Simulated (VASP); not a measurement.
Band structure of SiC (4h). Level of theory: PBEsol GGA, VASP's PBE PAW potentials (set 64) (plane waves; VASP).

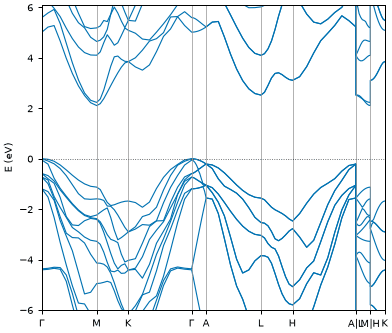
Figure: Bands along high-symmetry lines, zero at the valence-band maximum or, without a gap, the Fermi level

Question: Read the plot: is there a gap, and where are the band edges?

Answer: The gap is indirect, 2.11 eV, from the valence maximum at Γ to the conduction minimum at M. (Edges off the drawn lines would not show.)

Measured: gap 3.26 eV (computed value off by -1.15 eV), as given by Daiki Deguchi et al., Japanese Journal of Applied Physics (2016), arXiv:1512.06930.

The compound is SiC in the 4h structure. It was relaxed first.
